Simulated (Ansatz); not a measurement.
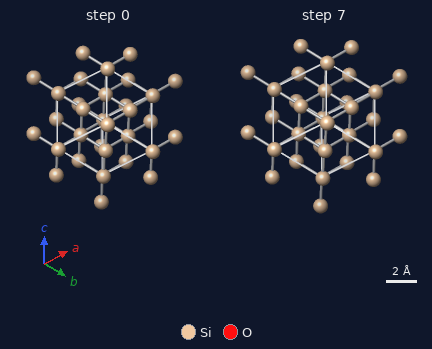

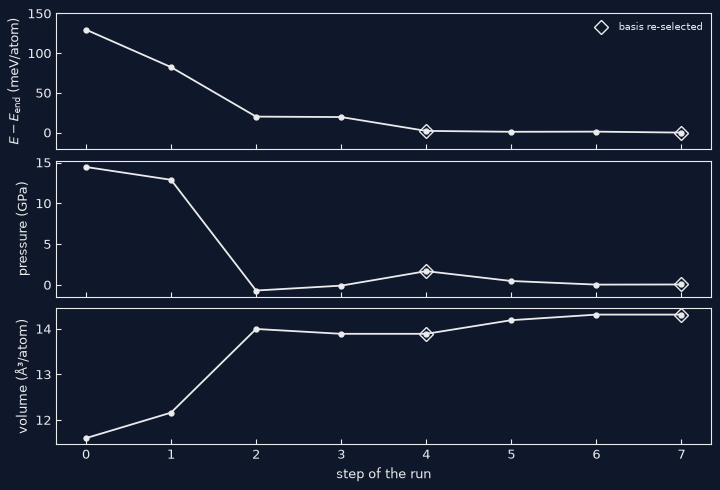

First and last geometry of a relaxation of crystalline SiO (a generated structure, set up in F-43m) (coarse preliminary run), with the history of the run. Style: ball-and-stick. Shown: the conventional cell (4 times the calculation's cell), from a free direction. Lengths and directions refer to the drawn axes.

The calculation used DFT PBE, scalar-relativistic, plane waves, PAW (Ansatz 0.2.0). (plane-wave cutoff 420 eV; k-point mesh 6 × 6 × 6; occupations gaussian; smearing width 0.1 eV; no spin polarisation; cell and atoms relaxed; force threshold 0.04 eV/Å; at most 70 steps)

> What do the curves and the structures tell?

It converged. No atom moves by more than 0.005 Å relative to the cell. The drawn cell changes as follows: a = b = c 4.528 → 4.856 Å (+7.3 %); the volume changes by +23.4 %. Among the contacts that change: O–Si 1.960 → 2.103 Å. The space group stays F-43m (No. 216). Over 5 accepted moves (7 points after the start) the energy falls by 130 meV per atom. All forces vanish by symmetry, so only the cell relaxes. Pressure: 14.46 GPa at the start and 0.05 GPa at the end. The SCF was repeated twice at an unchanged geometry on a basis and grid sized afresh for the cell, which shifted the energy by 17.4 meV per atom at most. The run took 8.9 s on 1 thread of Intel(R) Xeon(R) Platinum 8259CL CPU @ 2.50GHz (Skylake/Cascade Lake) (shared host), peak memory 0.33 GiB.

| step | E − E(0), meV/atom | pressure, GPa | volume, Å³/atom | note |
| --- | --- | --- | --- | --- |
| 0 | 0.00 | 14.46 | 11.601 |  |
| 1 | -47.19 | 12.89 | 12.161 |  |
| 2 | -109.54 | -0.69 | 13.997 |  |
| 3 | -110.07 | -0.09 | 13.891 |  |
| 4 | -127.51 | 1.69 | 13.891 | same geometry, new basis |
| 5 | -128.63 | 0.48 | 14.190 |  |
| 6 | -128.44 | 0.04 | 14.312 |  |
| 7 | -129.66 | 0.05 | 14.312 | same geometry, new basis |
